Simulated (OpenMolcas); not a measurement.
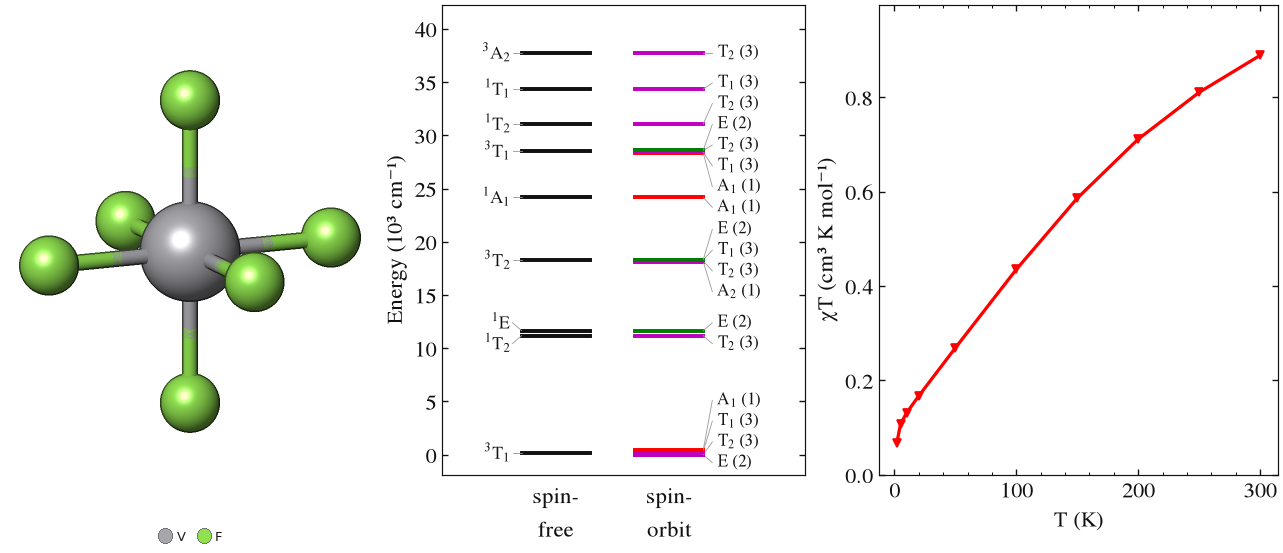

V³⁺ (3d²) as a dopant in Cs₂NaYF₆, a cluster with its 6 nearest F⁻ at 1.896 Å (octahedron) embedded in model potentials and point charges; the geometry was set, not optimised, and its levels and susceptibility. Labels give the representation in O, Td, D4 or D3 as the site allows (double group for half-integer spin) where it could be assigned and, in brackets, the degeneracy; spin-free states, where drawn, share the zero of the spin-orbit levels. Level of the calculation: state-averaged SS-CASPT2, IPEA shift 0.25, imaginary shift 0.1 hartree, closed shells 3s 3p correlated, active space 2 electrons in the shell 3d, basis ANO-RCC-VDZP on all atoms, DKH2 scalar Hamiltonian, spin-orbit coupling by RASSI with atomic mean-field integrals (OpenMolcas). Powder susceptibility by Van Vleck's formula.

> What does the figure show?

The ground level is E, doubly degenerate, 100 % from states of spin multiplicity 3. Its principal g values are all close to zero. The next level lies at 4.1 cm⁻¹ (T₂). The lowest spin-free state is ³T₁; of the same spin there follow at 18,100 cm⁻¹ (³T₂), 28,400 cm⁻¹ (³T₁) and 37,600 cm⁻¹ (³A₂) above it. A ligand-field fit to the spin-free states gives |10Dq| = 19,800 cm⁻¹, B = 796 and C = 3,050 cm⁻¹ (rms misfit 200 cm⁻¹). χT is 0.0677 cm³ K mol⁻¹ at 2 K and 0.889 at 300 K, an effective moment of 2.67 μB.

Known limits: the geometry is set by hand, with no relaxation and no charge compensation.
